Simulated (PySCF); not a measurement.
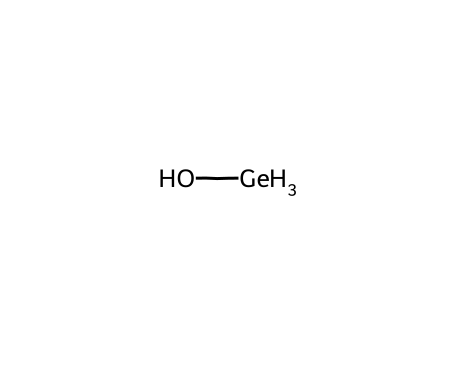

Simulated data, not a measurement (program: PySCF).

A structural formula.

Question: Transcribe the drawing into SMILES.

Answer: [OH][GeH3]

Question: What is the molecular formula?

Answer: GeH4O.

Question: An optimisation with PBE0-D3(BJ)/def2-SVP gave a structure of which point group?

Answer: Cs.
